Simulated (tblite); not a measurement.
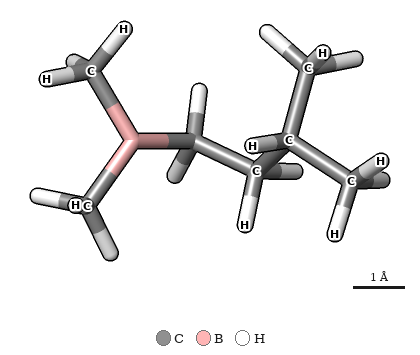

*The starting structure (stick view, seen on its broad side).*

Bond lengths as drawn: B–C 1.59 to 1.62 Å, C–C 1.48 to 1.52 Å and C–H 1.09 to 1.13 Å.

Geometry relaxation of C7H17B (part 1 of 4)

The run: geometry relaxation of C7H17B, SMILES CB(C)CCC(C)C. Method and program: GFN2-xTB geometry optimisation, gas phase (tblite 0.8.0).

It belongs to a series of runs on one base structure; here: constitutional isomer.

Input
```
{"job": {"kind": "relax", "xc": "GFN2-xTB", "basis": "xTB"}, "charge": 0, "multiplicity": 1}
C      2.405500     1.395400     0.817900
B      1.616400     0.078800     0.353200
C      2.428200    -1.292500     0.661500
C      0.720300     0.017400    -0.953800
C     -0.628600     0.596200    -0.773700
C     -1.528000     0.007800     0.243300
C     -2.819900     0.799200     0.192300
C     -1.859500    -1.428200     0.115800
H      2.024300     2.305400     0.353400
H      3.476600     1.204700     0.570800
H      2.350900     1.426300     1.944400
H      3.018200    -1.484600    -0.259200
H      3.115800    -1.081400     1.485200
H      1.719900    -2.116800     0.865300
H      1.263500     0.679100    -1.680200
H      0.740600    -0.987500    -1.425400
H     -1.164300     0.558800    -1.767200
H     -0.491300     1.673300    -0.523900
H     -1.059100     0.165000     1.260000
H     -2.562100     1.855900     0.391300
H     -3.592600     0.411300     0.890500
H     -3.173900     0.730700    -0.873200
H     -1.003300    -2.125000     0.088500
H     -2.608400    -1.656300    -0.701400
H     -2.400100    -1.708700     1.069900
```

The first line tells a small driver script what to run in tblite; the rest is the geometry in Å.

Run as:
```bash
OMP_NUM_THREADS=1 python <driver script> task.json out
```

Log
```
step      E/eV     max force
  0    -676.15395    2.751
  1    -676.54628    1.454
  2    -676.67579    0.853
  3    -676.75116    0.515
  4    -676.79063    0.421
  5    -676.81957    0.391
  6    -676.84909    0.363
  7    -676.87671    0.441
  8    -676.89807    0.352
  9    -676.91371    0.235
 10    -676.92780    0.293
 11    -676.94213    0.313
 12    -676.95546    0.309
 13    -676.96683    0.241
 14    -676.97677    0.252
 15    -676.98640    0.221
 16    -676.99517    0.253
 17    -677.00142    0.193
 18    -677.00501    0.107
 19    -677.00736    0.116
 20    -677.00984    0.157
 21    -677.01312    0.195
 22    -677.01737    0.171
 23    -677.02232    0.147
 24    -677.02729    0.168
 25    -677.03164    0.167
 26    -677.03540    0.136
 27    -677.03920    0.127
 28    -677.04335    0.159
 29    -677.04752    0.175
 30    -677.05116    0.136
 31    -677.05392    0.096
 32    -677.05582    0.085
 33    -677.05726    0.078
 34    -677.05855    0.080
 35    -677.05985    0.067
 36    -677.06132    0.099
 37    -677.06298    0.102
 38    -677.06473    0.099
 39    -677.06644    0.095
 40    -677.06809    0.090
 41    -677.06965    0.101
 42    -677.07109    0.081
 43    -677.07232    0.089
 44    -677.07335    0.083
 45    -677.07424    0.075
 46    -677.07499    0.072
 47    -677.07557    0.068
 48    -677.07606    0.058
 49    -677.07656    0.048
 50    -677.07711    0.055
 51    -677.07767    0.054
 52    -677.07821    0.051
 53    -677.07874    0.045
 54    -677.07924    0.048
 55    -677.07967    0.042
 56    -677.08000    0.039
 57    -677.08029    0.039
 58    -677.08063    0.038
 59    -677.08104    0.037
 60    -677.08143    0.036
 61    -677.08173    0.037
 62    -677.08198    0.037
 63    -677.08229    0.039
 64    -677.08273    0.040
 65    -677.08326    0.053
 66    -677.08380    0.051
 67    -677.08429    0.047
 68    -677.08476    0.045
 69    -677.08527    0.053
 70    -677.08572    0.046
 71    -677.08605    0.035
 72    -677.08632    0.033
 73    -677.08662    0.036
 74    -677.08702    0.050
 75    -677.08739    0.047
 76    -677.08766    0.033
 77    -677.08785    0.028
 78    -677.08803    0.029
 79    -677.08823    0.035
 80    -677.08841    0.027
 81    -677.08857    0.028
 82    -677.08876    0.041
 83    -677.08897    0.042
 84    -677.08920    0.032
 85    -677.08940    0.027
 86    -677.08960    0.031
 87    -677.08986    0.045
 88    -677.09026    0.056
 89    -677.09077    0.049
 90    -677.09123    0.045
 91    -677.09158    0.040
 92    -677.09186    0.039
 93    -677.09208    0.035
 94    -677.09222    0.017
 95    -677.09228    0.023
 96    -677.09232    0.014
 97    -677.09234    0.012
 98    -677.09239    0.009
```

Trajectory as extended XYZ (Å, eV, eV/Å), 33 of the 99 frames kept, from step=0 to step=98
```
25
Properties=species:S:1:pos:R:3:forces:R:3 step=0 energy=-676.15395
C     2.4055    1.3954    0.8179   -0.3910  -0.9520   0.8320
B     1.6164    0.0788    0.3532    1.8220  -0.6920  -0.8250
C     2.4282   -1.2925    0.6615   -0.7180   0.9440   0.0140
C     0.7203    0.0174   -0.9538    1.7420  -0.1890  -0.3480
C    -0.6286    0.5962   -0.7737   -0.8120   1.4190  -2.0720
C    -1.5280    0.0078    0.2433    0.0180   0.5330   1.8640
C    -2.8199    0.7992    0.1923   -0.4720   0.4620  -0.5720
C    -1.8595   -1.4282    0.1158   -1.3470  -2.2940   0.7020
H     2.0243    2.3054    0.3534    0.3700  -0.0230   0.3860
H     3.4766    1.2047    0.5708   -0.8400   0.4960   0.1370
H     2.3509    1.4263    1.9444    0.1280   0.4480  -1.1230
H     3.0182   -1.4846   -0.2592   -0.4270  -0.1960   0.7110
H     3.1158   -1.0814    1.4852   -0.1200  -0.7470  -0.1080
H     1.7199   -2.1168    0.8653    0.8580   0.2300  -0.0650
H     1.2635    0.6791   -1.6802   -0.3620  -0.4610   0.3380
H     0.7406   -0.9875   -1.4254   -0.3880   0.4640   0.3770
H    -1.1643    0.5588   -1.7672    0.3070   0.1450   0.6660
H    -0.4913    1.6733   -0.5239   -0.1630  -0.4790  -0.1860
H    -1.0591    0.1650    1.2600   -0.2260  -0.1500  -0.6870
H    -2.5621    1.8559    0.3913   -0.5930  -0.4650   0.0590
H    -3.5926    0.4113    0.8905    0.5440   0.4480  -0.5350
H    -3.1739    0.7307   -0.8732   -0.1140   0.1450   1.1030
H    -1.0033   -2.1250    0.0885   -0.3230   0.5260  -0.3880
H    -2.6084   -1.6563   -0.7014    1.1400   0.2930   0.6030
H    -2.4001   -1.7087    1.0699    0.3670   0.0940  -0.8820
25
Properties=species:S:1:pos:R:3:forces:R:3 step=3 energy=-676.75116
C     2.3829    1.3638    0.8311   -0.0240   0.1170  -0.1360
B     1.6987    0.0587    0.3002    0.0870   0.1780  -0.3580
C     2.4113   -1.2636    0.6700    0.2600  -0.2520   0.1460
C     0.7623    0.0220   -0.9603   -0.2060   0.0680  -0.0630
C    -0.6356    0.6198   -0.8133    0.0830  -0.2590   0.2620
C    -1.5367    0.0104    0.2701    0.1340  -0.0190  -0.2130
C    -2.8268    0.8119    0.1853    0.1740  -0.0470   0.0970
C    -1.8875   -1.4744    0.1440    0.2380   0.4270   0.0500
H     2.0451    2.2935    0.3814   -0.0410   0.0430   0.1230
H     3.4367    1.2324    0.5791    0.0440   0.2060   0.0220
H     2.3551    1.4513    1.9096   -0.0730   0.1180   0.1630
H     2.9958   -1.4982   -0.2216    0.0430  -0.2450   0.0650
H     3.1099   -1.1253    1.4833    0.1180  -0.3310   0.2590
H     1.7617   -2.1080    0.8629    0.0350  -0.1400   0.0560
H     1.2600    0.6654   -1.6813    0.1610   0.0530  -0.3490
H     0.7191   -0.9714   -1.4089   -0.1860  -0.0290   0.0610
H    -1.1633    0.5664   -1.7636    0.0020   0.0380  -0.1490
H    -0.5002    1.6663   -0.5376   -0.0970   0.1100  -0.1350
H    -1.0603    0.1619    1.2453    0.0390   0.0130  -0.0300
H    -2.5975    1.8464    0.3970   -0.2500   0.2720   0.1190
H    -3.5745    0.4352    0.8680   -0.1850   0.0560   0.1440
H    -3.1893    0.7377   -0.8326   -0.3050   0.0570  -0.0690
H    -1.0134   -2.1069    0.0664    0.1290  -0.0170  -0.1310
H    -2.5615   -1.6480   -0.6856    0.0760  -0.0560  -0.2000
H    -2.4029   -1.7232    1.0561   -0.2550  -0.3600   0.2660
25
Properties=species:S:1:pos:R:3:forces:R:3 step=6 energy=-676.84909
C     2.3768    1.3686    0.8283    0.1480   0.1630   0.0710
B     1.7410    0.0607    0.2536   -0.0490  -0.1020   0.3180
C     2.4292   -1.2760    0.6858    0.0520  -0.1130  -0.0550
C     0.7641    0.0314   -0.9777    0.1800  -0.0520  -0.1240
C    -0.6316    0.6139   -0.8120   -0.0610   0.2270  -0.2200
C    -1.5307    0.0138    0.2654   -0.1270   0.1280   0.1840
C    -2.8234    0.8184    0.1927   -0.2720   0.1340   0.0150
C    -1.8806   -1.4634    0.1587   -0.0940  -0.2480  -0.0960
H     2.0425    2.3019    0.4012   -0.2080   0.2080  -0.0940
H     3.4323    1.2679    0.5847    0.2130   0.1510   0.0190
H     2.3462    1.4700    1.9112   -0.1080  -0.1060   0.0000
H     2.9997   -1.5360   -0.2032    0.2560  -0.2430  -0.0260
H     3.1224   -1.1791    1.5139    0.0290  -0.0850   0.0810
H     1.7773   -2.1216    0.8699   -0.1290  -0.0340   0.0600
H     1.2710    0.6607   -1.7205   -0.1060  -0.1320  -0.1710
H     0.6895   -0.9706   -1.3979   -0.0610  -0.0690  -0.0710
H    -1.1595    0.5716   -1.7733    0.0680  -0.0660   0.0660
H    -0.5155    1.6720   -0.5583   -0.0420   0.0140  -0.0350
H    -1.0538    0.1643    1.2387    0.0710   0.0810   0.0370
H    -2.6388    1.8685    0.4116   -0.0470  -0.0160   0.0170
H    -3.5835    0.4502    0.8754    0.0270  -0.0350   0.1200
H    -3.2268    0.7475   -0.8193   -0.0340   0.0460   0.0960
H    -1.0045   -2.0977    0.0470    0.0570   0.0870   0.1030
H    -2.5314   -1.6484   -0.6966    0.0390   0.0420   0.0070
H    -2.4228   -1.7644    1.0660    0.1980   0.0200  -0.3030
25
Properties=species:S:1:pos:R:3:forces:R:3 step=9 energy=-676.91371
C     2.3886    1.3934    0.8278   -0.0560  -0.1000  -0.0670
B     1.7643    0.0550    0.2539    0.1120  -0.0300  -0.0100
C     2.4533   -1.3043    0.6919   -0.0550   0.0410  -0.0540
C     0.7764    0.0321   -0.9981   -0.0280  -0.0600   0.2130
C    -0.6312    0.6248   -0.8218    0.0120  -0.0260   0.0710
C    -1.5396    0.0292    0.2716   -0.0400   0.0130  -0.0710
C    -2.8465    0.8340    0.2053    0.0230  -0.0610   0.0820
C    -1.8753   -1.4646    0.1533    0.0910   0.1440  -0.1370
H     2.0152    2.3280    0.4066   -0.0070  -0.1700   0.0260
H     3.4551    1.3176    0.5930   -0.0730   0.1990   0.0860
H     2.3258    1.4705    1.9149   -0.0080  -0.0520  -0.1190
H     3.0356   -1.5968   -0.1888    0.0630  -0.0990   0.1960
H     3.1337   -1.2306    1.5442   -0.1180   0.0080  -0.1880
H     1.7718   -2.1347    0.8823   -0.0080   0.1400  -0.0330
H     1.2676    0.6398   -1.7743   -0.1250  -0.1890   0.0630
H     0.6611   -0.9783   -1.3991    0.0700   0.0400  -0.0120
H    -1.1519    0.5661   -1.7797   -0.0460  -0.0700  -0.0460
H    -0.5310    1.6838   -0.5790    0.0540   0.0730  -0.0130
H    -1.0417    0.1777    1.2383   -0.0790   0.0730  -0.0400
H    -2.6757    1.8871    0.4258    0.0190  -0.0700   0.0040
H    -3.5913    0.4557    0.9007    0.0380  -0.0330   0.0760
H    -3.2621    0.7610   -0.8013    0.0090   0.0160   0.1000
H    -0.9866   -2.0811    0.0461    0.0750   0.0990   0.0710
H    -2.5091   -1.6454   -0.7110   -0.0240   0.0250  -0.0750
H    -2.4172   -1.7960    1.0425    0.1000   0.0870  -0.1240
25
Properties=species:S:1:pos:R:3:forces:R:3 step=12 energy=-676.95546
C     2.3906    1.3954    0.8197   -0.0160  -0.0590  -0.0220
B     1.7918    0.0465    0.2514   -0.0420   0.0470  -0.3030
C     2.4612   -1.3173    0.6863    0.0340  -0.0050  -0.0010
C     0.7786    0.0225   -0.9843   -0.2190  -0.0100  -0.0360
C    -0.6318    0.6330   -0.8231   -0.0030  -0.0390   0.0430
C    -1.5484    0.0445    0.2687    0.1350   0.0170  -0.0790
C    -2.8606    0.8366    0.2245    0.0970  -0.0370   0.0070
C    -1.8608   -1.4494    0.1289    0.0670   0.0940   0.0060
H     1.9917    2.3214    0.4100   -0.0740  -0.1150  -0.0520
H     3.4624    1.3807    0.6111   -0.0230   0.0650   0.0160
H     2.3097    1.4605    1.9018   -0.0280  -0.0410   0.0740
H     3.0712   -1.6535   -0.1537   -0.0200  -0.0430  -0.0350
H     3.1262   -1.2593    1.5410    0.0450   0.1170   0.1270
H     1.7610   -2.1235    0.8849   -0.1370   0.0100  -0.0610
H     1.2457    0.5972   -1.7965    0.0390   0.0190   0.1530
H     0.6537   -0.9803   -1.3990    0.0130  -0.1000   0.1660
H    -1.1505    0.5513   -1.7855    0.0440  -0.0010   0.0640
H    -0.5322    1.6992   -0.5952    0.0590  -0.0570  -0.0530
H    -1.0468    0.1979    1.2323   -0.0790   0.0020  -0.0010
H    -2.6946    1.8888    0.4371    0.0520   0.0360   0.0820
H    -3.5899    0.4522    0.9312    0.0220  -0.0450   0.0690
H    -3.2845    0.7711   -0.7747   -0.0790  -0.0500  -0.0220
H    -0.9614   -2.0529    0.0551    0.0980   0.0920  -0.1220
H    -2.4961   -1.6383   -0.7329    0.1040   0.0330  -0.1180
H    -2.3972   -1.8001    1.0063   -0.0860   0.0700   0.0960
25
Properties=species:S:1:pos:R:3:forces:R:3 step=15 energy=-676.98640
C     2.3887    1.3879    0.8117    0.0010   0.0570   0.0280
B     1.8139    0.0416    0.2149    0.0300  -0.0690   0.1630
C     2.4694   -1.3257    0.6810    0.0100  -0.0140  -0.0060
C     0.7602    0.0107   -0.9767    0.1750  -0.0720  -0.0760
C    -0.6332    0.6370   -0.8227   -0.0060   0.0300  -0.0820
C    -1.5446    0.0583    0.2612   -0.1020   0.0120   0.1300
C    -2.8629    0.8361    0.2396   -0.0850   0.0720  -0.0310
C    -1.8434   -1.4314    0.1111   -0.0370  -0.1130   0.0480
H     1.9620    2.2992    0.4055   -0.1300   0.0280  -0.0650
H     3.4625    1.4387    0.6277    0.0110  -0.0710  -0.0370
H     2.2922    1.4446    1.8963   -0.0770  -0.1030  -0.0270
H     3.0945   -1.7039   -0.1288   -0.0450  -0.0120  -0.0810
H     3.1208   -1.2635    1.5508   -0.0810   0.1220   0.0340
H     1.7367   -2.1083    0.8772   -0.0200   0.0650  -0.0340
H     1.2332    0.5669   -1.7927    0.0780   0.1070  -0.0280
H     0.6473   -0.9976   -1.3749   -0.1150  -0.1540   0.1100
H    -1.1460    0.5399   -1.7833   -0.0430   0.0390  -0.0330
H    -0.5236    1.7045   -0.6148    0.0460  -0.0060  -0.0160
H    -1.0599    0.2140    1.2290    0.0620  -0.0220   0.0800
H    -2.7019    1.8907    0.4571    0.0350  -0.0280   0.0420
H    -3.5796    0.4441    0.9616    0.1250  -0.0110  -0.0230
H    -3.3112    0.7717   -0.7519   -0.0240  -0.0370   0.0420
H    -0.9295   -2.0159    0.0446    0.0070   0.0470  -0.0930
H    -2.4665   -1.6260   -0.7636    0.1770   0.0600   0.0050
H    -2.3898   -1.7896    0.9853    0.0060   0.0710  -0.0500
25
Properties=species:S:1:pos:R:3:forces:R:3 step=18 energy=-677.00501
C     2.3856    1.3880    0.8073   -0.0610  -0.0100  -0.0400
B     1.8253    0.0346    0.2075   -0.0250   0.0150   0.0710
C     2.4752   -1.3310    0.6771   -0.0260   0.0360  -0.0070
C     0.7618   -0.0033   -0.9781    0.0460   0.0060   0.0410
C    -0.6322    0.6380   -0.8261    0.0620  -0.0260   0.0140
C    -1.5468    0.0673    0.2654    0.0680   0.0160  -0.0200
C    -2.8673    0.8404    0.2464    0.0500  -0.0170   0.0350
C    -1.8327   -1.4245    0.1051    0.0480   0.0760  -0.0120
H     1.9305    2.2858    0.3955   -0.0290  -0.0030   0.0280
H     3.4614    1.4620    0.6325   -0.0760  -0.0550  -0.0280
H     2.2732    1.4233    1.8916   -0.0560  -0.0220  -0.0520
H     3.1004   -1.7312   -0.1243   -0.0490   0.0340   0.0230
H     3.1083   -1.2486    1.5600   -0.0660  -0.0050  -0.0440
H     1.7190   -2.0923    0.8684    0.0480   0.0160   0.0270
H     1.2364    0.5605   -1.7904    0.0310  -0.0840  -0.0590
H     0.6327   -1.0240   -1.3470   -0.0330   0.0440  -0.0010
H    -1.1484    0.5382   -1.7852   -0.0230   0.0290  -0.0090
H    -0.5114    1.7057   -0.6278    0.0330  -0.0040  -0.0010
H    -1.0623    0.2203    1.2359    0.0450  -0.0080   0.0080
H    -2.7000    1.8906    0.4734   -0.0210   0.0180  -0.0170
H    -3.5618    0.4367    0.9789    0.0010  -0.0010   0.0330
H    -3.3295    0.7671   -0.7370    0.0010   0.0160   0.0280
H    -0.9092   -1.9903    0.0281   -0.0070  -0.0250   0.0440
H    -2.4312   -1.6124   -0.7841    0.0320   0.0280  -0.0240
H    -2.3880   -1.7765    0.9723    0.0060  -0.0740  -0.0380
25
Properties=species:S:1:pos:R:3:forces:R:3 step=21 energy=-677.01312
C     2.3748    1.3875    0.8008   -0.0500  -0.0040   0.0260
B     1.8267    0.0327    0.2120   -0.1090   0.0170  -0.1610
C     2.4736   -1.3290    0.6751   -0.0340  -0.0060   0.0350
C     0.7694   -0.0087   -0.9759   -0.1350   0.0150  -0.0780
C    -0.6235    0.6383   -0.8283   -0.0260   0.0670  -0.0030
C    -1.5385    0.0747    0.2671    0.0400  -0.0050   0.0090
C    -2.8638    0.8415    0.2551    0.0310   0.0040   0.0170
C    -1.8220   -1.4146    0.1004    0.0110  -0.0550  -0.0180
H     1.9100    2.2815    0.3952   -0.0210   0.0240  -0.0070
H     3.4494    1.4664    0.6302   -0.0410  -0.0190  -0.0260
H     2.2545    1.4109    1.8820   -0.0270   0.0270   0.0550
H     3.0975   -1.7407   -0.1184   -0.0030   0.0470  -0.0260
H     3.0947   -1.2455    1.5605    0.0760  -0.0010   0.0710
H     1.7172   -2.0843    0.8697   -0.0590  -0.0690   0.0320
H     1.2425    0.5414   -1.8005    0.0260  -0.0990   0.0080
H     0.6203   -1.0294   -1.3347    0.0370   0.0040  -0.0100
H    -1.1508    0.5417   -1.7857    0.0720   0.0050   0.0650
H    -0.5008    1.7063   -0.6347    0.0420   0.0180   0.0080
H    -1.0547    0.2229    1.2395    0.0450   0.0130  -0.0260
H    -2.7044    1.8937    0.4787    0.0010   0.0180  -0.0010
H    -3.5522    0.4340    0.9925    0.0300   0.0070   0.0260
H    -3.3381    0.7680   -0.7232    0.0400  -0.0070   0.0270
H    -0.8999   -1.9819    0.0282    0.0400  -0.0270   0.0460
H    -2.4082   -1.6006   -0.7972    0.0080   0.0380  -0.0290
H    -2.3846   -1.7827    0.9569    0.0050  -0.0120  -0.0380
25
Properties=species:S:1:pos:R:3:forces:R:3 step=24 energy=-677.02729
C     2.3410    1.3848    0.7916   -0.0540   0.0070   0.0600
B     1.8099    0.0308    0.1979    0.0430  -0.0750   0.0180
C     2.4621   -1.3247    0.6780   -0.0400  -0.0440   0.0590
C     0.7627   -0.0188   -0.9842    0.0010  -0.0820  -0.0810
C    -0.6105    0.6490   -0.8308   -0.0820   0.0640  -0.0090
C    -1.5161    0.0868    0.2715   -0.0970  -0.0270   0.0490
C    -2.8493    0.8438    0.2760   -0.0340   0.0300   0.0060
C    -1.7967   -1.4022    0.0877   -0.0050  -0.0860  -0.0120
H     1.8659    2.2762    0.3935    0.0050   0.0430  -0.0100
H     3.4146    1.4670    0.6200   -0.0340   0.0330   0.0120
H     2.2124    1.3907    1.8720    0.0200   0.0690   0.0600
H     3.0868   -1.7451   -0.1116   -0.0040   0.0590   0.0160
H     3.0780   -1.2350    1.5695    0.0450   0.0090  -0.0210
H     1.7044   -2.0793    0.8779   -0.0370  -0.0460   0.0220
H     1.2606    0.4876   -1.8195   -0.0430   0.0190  -0.0490
H     0.6012   -1.0427   -1.3131   -0.0270  -0.1400  -0.0890
H    -1.1457    0.5512   -1.7784   -0.0190   0.0260  -0.0600
H    -0.4699    1.7132   -0.6449    0.0140   0.1020   0.0450
H    -1.0296    0.2295    1.2429    0.0590   0.0160  -0.0290
H    -2.7094    1.9019    0.4888    0.0680  -0.0240   0.0360
H    -3.5253    0.4299    1.0236    0.0780   0.0270   0.0140
H    -3.3446    0.7668   -0.6920    0.0820  -0.0530   0.0030
H    -0.8746   -1.9718    0.0367    0.0460  -0.0110  -0.0030
H    -2.3604   -1.5700   -0.8287    0.0310  -0.0020  -0.0070
H    -2.3784   -1.7955    0.9209   -0.0170   0.0870  -0.0270
25
Properties=species:S:1:pos:R:3:forces:R:3 step=28 energy=-677.04335
C     2.2969    1.3830    0.7942    0.0100  -0.0050  -0.0080
B     1.7884    0.0192    0.1933   -0.0800   0.0380   0.0260
C     2.4410   -1.3265    0.6924    0.0170   0.0130  -0.0160
C     0.7544   -0.0430   -1.0056   -0.0060   0.0100   0.0220
C    -0.6060    0.6648   -0.8357    0.0880  -0.0960  -0.0470
C    -1.5005    0.0923    0.2772    0.1240   0.0190  -0.0920
C    -2.8329    0.8468    0.2962    0.0750  -0.0410   0.0070
C    -1.7726   -1.3998    0.0756    0.0090   0.0950   0.0080
H     1.8305    2.2797    0.3925   -0.0310  -0.0500   0.0240
H     3.3694    1.4631    0.6110   -0.0100   0.0390   0.0420
H     2.1796    1.3928    1.8770    0.0030   0.0600  -0.0040
H     3.0686   -1.7252   -0.1056   -0.0130  -0.0470   0.0080
H     3.0718   -1.2218    1.5716   -0.0250  -0.0290   0.0240
H     1.6901   -2.0889    0.8940    0.0520  -0.0140   0.0290
H     1.2653    0.4425   -1.8472   -0.1070   0.0070  -0.0100
H     0.5780   -1.0750   -1.3191   -0.0460   0.0860  -0.0400
H    -1.1476    0.5738   -1.7820   -0.0310   0.0930   0.0140
H    -0.4394    1.7306   -0.6407   -0.0260  -0.1560  -0.0130
H    -0.9921    0.2344    1.2383   -0.0050  -0.0220  -0.0290
H    -2.6932    1.9055    0.5024    0.0640  -0.0130   0.0130
H    -3.4899    0.4323    1.0562   -0.0260   0.0120   0.0390
H    -3.3272    0.7532   -0.6689   -0.0100  -0.0070   0.0030
H    -0.8485   -1.9713    0.0477   -0.0450   0.0350  -0.0080
H    -2.3138   -1.5471   -0.8573    0.0490  -0.0660  -0.0090
H    -2.3810   -1.7915    0.8877   -0.0310   0.0370   0.0160
```
